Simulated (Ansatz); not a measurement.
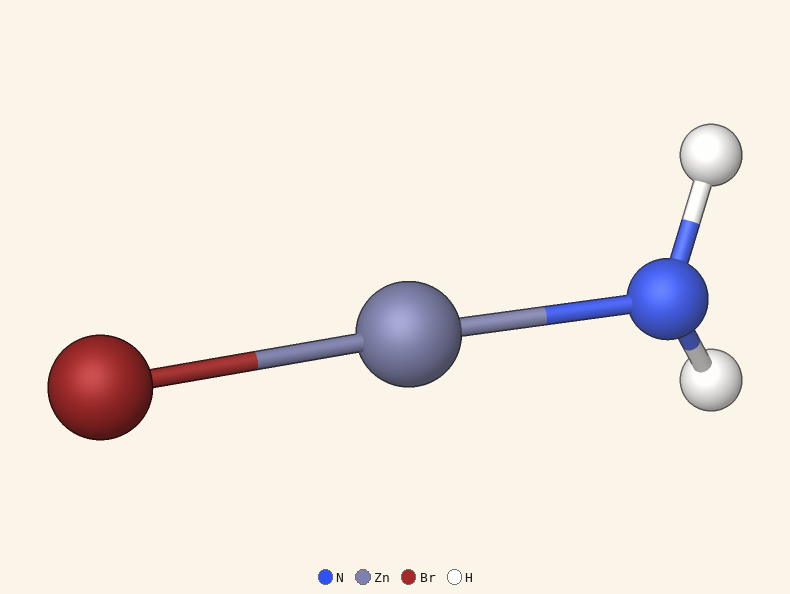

Rendered structure (ball-and-stick style). Every bond is drawn as one stick, whatever its order.

Give the formula.

Answer. BrH₂NZn, 5 atoms: 1 bromine, 2 hydrogen, 1 nitrogen and 1 zinc.

Write the SMILES.

Answer. [NH2][Zn][Br]

How many bonds of each kind are drawn?

Answer. 2 N–H, 1 N–Zn, 1 Br–Zn.

The parts below concern this one geometry. Atoms keep their numbers from picture to picture. The geometry was computed by an optimisation with PBE0-D4/def2-TZVP.

Charges

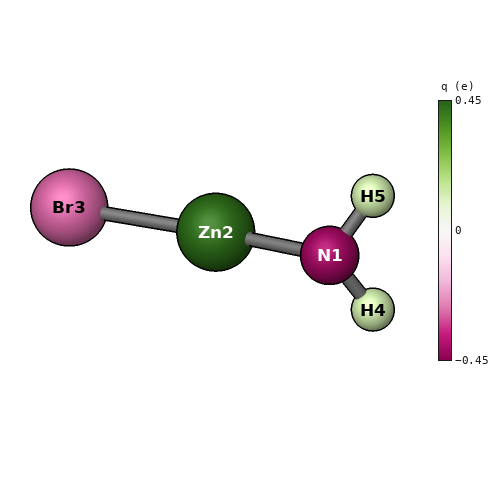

Atoms are coloured by their Mulliken charges. Level of theory: RKS B3LYP-D4/def2-TZVPP (Ansatz 0.2.0).

List the Mulliken charges.

```
atom  value (e)
  N1      −0.42
 Zn2       0.43
 Br3      −0.28
  H4       0.13
  H5       0.13
```

Vibrations

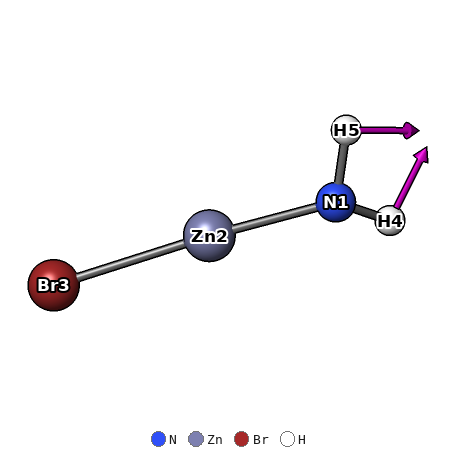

The arrows show one normal mode. Harmonic vibrations computed with RKS PBE0-D4/def2-TZVP (Ansatz 0.2.0) at a stationary point of the same level.

What kind of motion is it?

Answer. Mostly H–N–H bending.

At what wavenumber does it lie?

Answer. 1560 cm⁻¹; it is mode 7 of 9 counted from the lowest.

Electronic properties

Level of theory: RKS ωB97M-V/def2-TZVPP (Ansatz 0.2.0).

Predict the main results.

- dipole moment: 2.19 D
- HOMO energy (Kohn–Sham orbital): −9.71 eV
- LUMO energy (Kohn–Sham orbital): 0.59 eV
- HOMO–LUMO gap: 10.31 eV
- vertical ionisation energy: 9.76 eV

Mulliken values depend strongly on the basis set and can even reverse the polarity of a bond.
